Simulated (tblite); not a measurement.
# Geometry relaxation, with input and output: C$_{4}$H$_{13}$BN$_{2}$Si (part 2 of 2)

The same run, continued: C$_{4}$H$_{13}$BN$_{2}$Si, SMILES N[SiH2]NBC1CCC1; GFN2-xTB geometry optimisation, gas phase (tblite 0.8.0). It belongs to a series of runs on one base structure; here: H on B replaced by cBu.

Geometry of the input (Å):
```
N  4.3032  -0.1980  0.3720
Si 2.6545  0.4967  0.1328
N  1.4896  -0.8417  -0.0741
B  0.1096  -0.2015  -0.2921
C  -1.0745  -0.5210  0.7570
C  -2.3879  -0.9412  0.0841
C  -3.0631  0.3053  0.6423
C  -1.7504  0.7348  1.3050
H  4.9565  0.6097  0.4524
H  4.5333  -0.6972  -0.5064
H  2.2916  1.2824  1.3257
H  2.6555  1.3566  -1.0442
H  1.7234  -1.3298  -0.9541
H  -0.0808  0.5071  -1.2079
H  -0.7700  -1.2110  1.5595
H  -2.3660  -0.9420  -1.0142
H  -2.7930  -1.8739  0.5260
H  -3.3920  0.9990  -0.1518
H  -3.8551  0.0619  1.3949
H  -1.8147  0.7228  2.4171
H  -1.3788  1.6980  0.8926
```

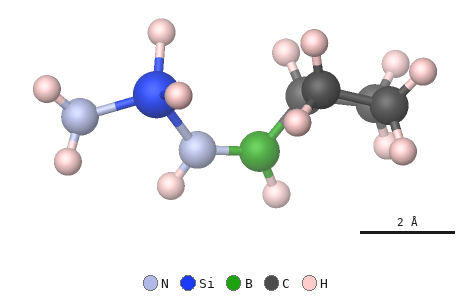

The geometry at step 166 of the log (ball-and-stick view, seen at a tilt).

## Trajectory as extended XYZ, continued
```
21
Properties=species:S:1:pos:R:3:forces:R:3 step=95 energy=-654.50306
N     3.7118   -0.2919    0.4931    0.0080  -0.0040  -0.0030
Si    2.2945    0.6835    0.4060   -0.0040  -0.0020   0.0230
N     1.3129   -0.0435   -0.8398   -0.0110  -0.0040  -0.0060
B     0.0153   -0.5546   -0.8377    0.0010  -0.0100   0.0020
C    -0.8297   -0.5785    0.5042   -0.0040  -0.0080  -0.0120
C    -2.3024   -1.0395    0.4212    0.0120  -0.0160   0.0020
C    -2.7700    0.3864    0.7388   -0.0010  -0.0110  -0.0040
C    -1.3187    0.8068    1.0007    0.0120   0.0030   0.0000
H     4.4735   -0.0019    1.0824   -0.0040  -0.0100   0.0030
H     4.0637   -0.7534   -0.3297    0.0120   0.0130  -0.0070
H     1.6593    0.6236    1.7153    0.0150  -0.0050   0.0010
H     2.5256    2.0793   -0.0124   -0.0060   0.0100  -0.0120
H     1.7813   -0.0640   -1.7356   -0.0120   0.0050   0.0140
H    -0.4296   -0.9604   -1.8500    0.0030  -0.0040   0.0080
H    -0.2731   -1.1114    1.2795   -0.0130   0.0140  -0.0140
H    -2.6133   -1.4218   -0.5498    0.0060   0.0050   0.0030
H    -2.5784   -1.7660    1.1841   -0.0070  -0.0030   0.0020
H    -3.2196    0.8919   -0.1137   -0.0030   0.0110  -0.0020
H    -3.4407    0.4778    1.5919   -0.0130   0.0050   0.0010
H    -1.1039    0.9985    2.0504    0.0000  -0.0010   0.0150
H    -0.9674    1.6559    0.4174    0.0090   0.0130  -0.0140
21
Properties=species:S:1:pos:R:3:forces:R:3 step=118 energy=-654.50750
N     3.7393   -0.2799    0.4527   -0.0020   0.0070   0.0120
Si    2.2908    0.6540    0.4070   -0.0010   0.0000   0.0020
N     1.3054   -0.0749   -0.8353   -0.0080   0.0140   0.0140
B     0.0053   -0.5799   -0.8307    0.0060   0.0080   0.0000
C    -0.8397   -0.5870    0.5113    0.0030   0.0050  -0.0060
C    -2.3167   -1.0329    0.4315   -0.0030   0.0020  -0.0090
C    -2.7689    0.4029    0.7276    0.0040   0.0070   0.0010
C    -1.3135    0.8095    0.9924    0.0060  -0.0060   0.0040
H     4.4290   -0.0712    1.1549   -0.0060   0.0100  -0.0080
H     4.1958   -0.5481   -0.4038    0.0020  -0.0030  -0.0220
H     1.7069    0.5429    1.7356   -0.0030  -0.0130  -0.0020
H     2.4565    2.0650    0.0045    0.0070   0.0030   0.0130
H     1.7718   -0.0909   -1.7320   -0.0100  -0.0220   0.0040
H    -0.4466   -0.9812   -1.8411    0.0080  -0.0120  -0.0020
H    -0.2891   -1.1182    1.2914   -0.0020   0.0120   0.0020
H    -2.6274   -1.4225   -0.5361   -0.0060  -0.0050  -0.0090
H    -2.6059   -1.7473    1.2013    0.0070   0.0090   0.0030
H    -3.2064    0.9033   -0.1345    0.0020   0.0010  -0.0020
H    -3.4451    0.5160    1.5741    0.0000  -0.0030   0.0010
H    -1.1014    1.0070    2.0419   -0.0010   0.0000   0.0060
H    -0.9490    1.6504    0.4038    0.0000  -0.0130  -0.0020
21
Properties=species:S:1:pos:R:3:forces:R:3 step=142 energy=-654.52678
N     3.8460   -0.0968    0.2502   -0.1420   0.0590  -0.0440
Si    2.2525    0.5190    0.5172    0.1050  -0.0280   0.0330
N     1.3322   -0.2312   -0.7568   -0.0580   0.0010   0.0620
B     0.0154   -0.6868   -0.7677    0.0120  -0.1030  -0.0440
C    -0.8747   -0.5840    0.5389   -0.0150  -0.0260  -0.0300
C    -2.3658   -0.9643    0.4127   -0.0440  -0.0240  -0.0090
C    -2.7615    0.4979    0.6590    0.0030  -0.0050   0.0040
C    -1.2988    0.8383    0.9799   -0.0340   0.0000  -0.0240
H     4.5511    0.0959    0.9377    0.0780   0.0380   0.0690
H     4.2521   -0.0490   -0.6718   -0.0250   0.0090   0.0410
H     1.8503    0.0581    1.8457    0.0680   0.0010  -0.0770
H     2.0797    1.9804    0.3911    0.0360  -0.0340   0.0060
H     1.8590   -0.3747   -1.6058   -0.0070   0.0090  -0.0130
H    -0.3971   -1.1910   -1.7479   -0.0190   0.0290  -0.0250
H    -0.3750   -1.1197    1.3502   -0.0190  -0.0160  -0.0040
H    -2.6570   -1.3613   -0.5576   -0.0040   0.0110  -0.0440
H    -2.7176   -1.6562    1.1763    0.0020   0.0410   0.0670
H    -3.1375    0.9918   -0.2368    0.0420   0.0080   0.0310
H    -3.4702    0.6705    1.4688    0.0200  -0.0340  -0.0030
H    -1.1194    1.0276    2.0372   -0.0130   0.0620  -0.0250
H    -0.8728    1.6523    0.3958    0.0130   0.0020   0.0300
21
Properties=species:S:1:pos:R:3:forces:R:3 step=166 energy=-654.55596
N     3.8953    0.1771    0.0919   -0.0080  -0.0050  -0.0290
Si    2.2657    0.3247    0.6424    0.0090   0.0030  -0.0020
N     1.3473   -0.4131   -0.6420    0.0080  -0.0020  -0.0070
B     0.0151   -0.8251   -0.7007    0.0090   0.0020   0.0090
C    -0.9263   -0.6282    0.5588   -0.0010   0.0120   0.0150
C    -2.4382   -0.9047    0.3953    0.0040  -0.0010  -0.0050
C    -2.7342    0.5885    0.5833    0.0010   0.0030   0.0020
C    -1.2598    0.8414    0.9221    0.0040   0.0070   0.0030
H     4.6264    0.4671    0.7188    0.0050  -0.0080   0.0050
H     4.1315    0.4582   -0.8474   -0.0220   0.0060   0.0360
H     2.1918   -0.4481    1.8816    0.0040   0.0020  -0.0100
H     1.8012    1.7088    0.8373   -0.0030  -0.0180   0.0010
H     1.8987   -0.5918   -1.4691   -0.0060  -0.0030   0.0040
H    -0.3804   -1.3172   -1.6933   -0.0050  -0.0060  -0.0150
H    -0.4985   -1.1613    1.4122   -0.0020  -0.0010   0.0030
H    -2.7311   -1.3111   -0.5710    0.0100  -0.0140  -0.0070
H    -2.8628   -1.5321    1.1780    0.0180  -0.0050   0.0000
H    -3.0565    1.0809   -0.3325   -0.0040   0.0100   0.0050
H    -3.4420    0.8285    1.3756   -0.0020   0.0020  -0.0010
H    -1.0850    1.0831    1.9692   -0.0070   0.0130  -0.0010
H    -0.7673    1.5913    0.3061   -0.0110   0.0020  -0.0040
21
Properties=species:S:1:pos:R:3:forces:R:3 step=190 energy=-654.56214
N     3.8676    0.3293    0.0028   -0.0060   0.0070   0.0090
Si    2.2951    0.1707    0.7000    0.0070   0.0010   0.0120
N     1.3652   -0.5161   -0.6030   -0.0030   0.0050   0.0110
B     0.0193   -0.8774   -0.6697    0.0000   0.0010  -0.0020
C    -0.9304   -0.6029    0.5701   -0.0140  -0.0040   0.0070
C    -2.4431   -0.8721    0.4015    0.0010   0.0000  -0.0040
C    -2.7322    0.6280    0.5439   -0.0020  -0.0090   0.0010
C    -1.2536    0.8866    0.8574    0.0090   0.0020   0.0030
H     4.6275    0.5416    0.6277    0.0000  -0.0020  -0.0110
H     3.9634    0.8854   -0.8329    0.0150  -0.0120  -0.0050
H     2.4469   -0.7688    1.8122    0.0040  -0.0010  -0.0020
H     1.6742    1.4293    1.1345    0.0060  -0.0080   0.0070
H     1.9255   -0.7317   -1.4151    0.0010   0.0050  -0.0050
H    -0.3824   -1.3812   -1.6546   -0.0090   0.0110  -0.0010
H    -0.5201   -1.0968    1.4554    0.0030   0.0070  -0.0010
H    -2.7231   -1.3016   -0.5587   -0.0110  -0.0120   0.0100
H    -2.8807   -1.4760    1.1956    0.0140  -0.0070  -0.0160
H    -3.0705    1.0967   -0.3785   -0.0010  -0.0020  -0.0010
H    -3.4249    0.8919    1.3419   -0.0070   0.0030  -0.0040
H    -1.0717    1.1839    1.8886    0.0060   0.0130   0.0020
H    -0.7608    1.5982    0.1975   -0.0140   0.0050  -0.0100
21
Properties=species:S:1:pos:R:3:forces:R:3 step=213 energy=-654.56966
N     3.8882    0.3276    0.0324    0.0060   0.0100   0.0080
Si    2.3464    0.0130    0.7425    0.0070  -0.0130   0.0150
N     1.3830   -0.4945   -0.6169    0.0090  -0.0120   0.0050
B     0.0174   -0.7624   -0.7075   -0.0040   0.0080   0.0160
C    -0.9074   -0.5172    0.5571   -0.0110   0.0160   0.0110
C    -2.4037   -0.8943    0.4634    0.0060   0.0030  -0.0080
C    -2.7922    0.5876    0.5483    0.0090   0.0060  -0.0070
C    -1.3209    0.9672    0.7583    0.0140  -0.0060  -0.0080
H     4.6530    0.5206    0.6580   -0.0090  -0.0130  -0.0170
H     3.9385    0.9559   -0.7546   -0.0010   0.0000  -0.0030
H     2.5711   -1.0885    1.6810    0.0030   0.0000   0.0160
H     1.6894    1.1551    1.3882    0.0060   0.0190   0.0070
H     1.9318   -0.6662   -1.4471   -0.0050   0.0110  -0.0100
H    -0.4189   -1.1299   -1.7352   -0.0300  -0.0090  -0.0170
H    -0.4352   -0.9234    1.4555   -0.0100   0.0130  -0.0100
H    -2.6923   -1.3843   -0.4648    0.0120  -0.0120  -0.0060
H    -2.7657   -1.4942    1.2975    0.0100   0.0150  -0.0020
H    -3.2143    0.9822   -0.3741   -0.0100  -0.0050  -0.0080
H    -3.4580    0.8471    1.3705    0.0110  -0.0090   0.0090
H    -1.1019    1.3619    1.7495   -0.0030  -0.0220  -0.0110
H    -0.9171    1.6538    0.0147   -0.0090  -0.0010   0.0170
21
Properties=species:S:1:pos:R:3:forces:R:3 step=237 energy=-654.57240
N     3.9284    0.2149    0.0440   -0.0040  -0.0060  -0.0020
Si    2.3596    0.0305    0.7396   -0.0080   0.0030  -0.0040
N     1.3873   -0.4339   -0.6297   -0.0070   0.0020  -0.0060
B     0.0169   -0.6751   -0.7249   -0.0020  -0.0030   0.0020
C    -0.8979   -0.4713    0.5525    0.0000   0.0010   0.0060
C    -2.3740   -0.9227    0.4764    0.0070   0.0030  -0.0010
C    -2.8343    0.5387    0.5602    0.0030  -0.0020  -0.0050
C    -1.3813    0.9910    0.7535    0.0000  -0.0010  -0.0040
H     4.7022    0.3485    0.6727    0.0100   0.0010   0.0000
H     4.0360    0.8259   -0.7506    0.0070   0.0030   0.0010
H     2.4872   -1.0558    1.7127    0.0040   0.0010   0.0010
H     1.7839    1.2402    1.3436   -0.0050  -0.0020   0.0040
H     1.9279   -0.5739   -1.4713    0.0000   0.0000   0.0030
H    -0.4364   -0.9905   -1.7639    0.0020   0.0010   0.0010
H    -0.3969   -0.8473    1.4475    0.0040  -0.0060   0.0010
H    -2.6448   -1.4332   -0.4463   -0.0020   0.0010   0.0060
H    -2.6953   -1.5345    1.3183    0.0000   0.0070  -0.0050
H    -3.2863    0.9080   -0.3586   -0.0070  -0.0020   0.0020
H    -3.5012    0.7661    1.3909    0.0020   0.0000  -0.0030
H    -1.1702    1.3942    1.7424   -0.0040  -0.0040   0.0040
H    -1.0198    1.6972    0.0075    0.0000   0.0020  -0.0030
```

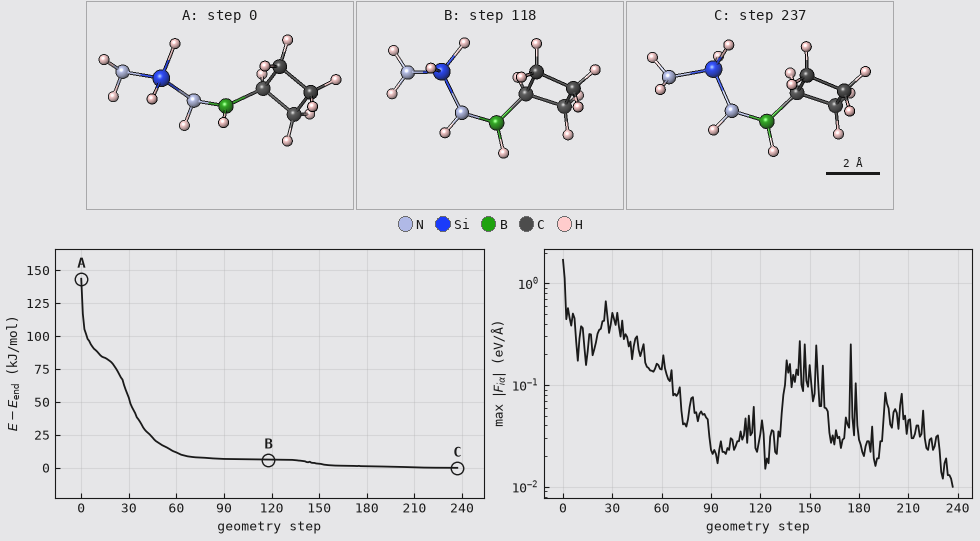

Frames of the relaxation (ball-and-stick view, seen at a tilt) above the curves, on which the letters mark them (steps are counted from 0).

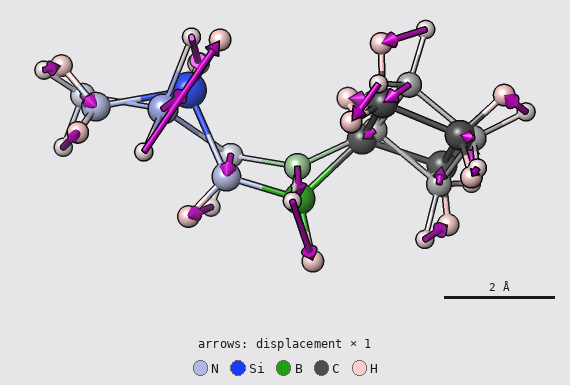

Start (faint) and end (solid) with the displacements as pink arrows, at true length (ball-and-stick view, seen at a tilt). The two geometries are laid on each other by the best rigid fit. H12 moves most after the best rigid fit: 2.59 Å. By element the largest moves are H 2.59 Å, Si 0.81 Å, N 0.75 Å, C 0.66 Å, B 0.64 Å. Among the contacts that change: N3–B4 1.537 → 1.395 Å, N1–Si2 1.805 → 1.726 Å, Si2–N3 1.786 → 1.742 Å, C7–H19 1.119 → 1.089 Å. Among the angles that change: Si2–N3–B4 106.9° → 130.4°, Si2–N1–H10 106.0° → 118.6°, Si2–N1–H9 106.5° → 117.5°. The energy falls by 143.6 kJ/mol in 237 geometry steps. The largest force component goes from 1.7 to 0.01 eV/Å. (Atoms are counted from 1 in the order of the input.)
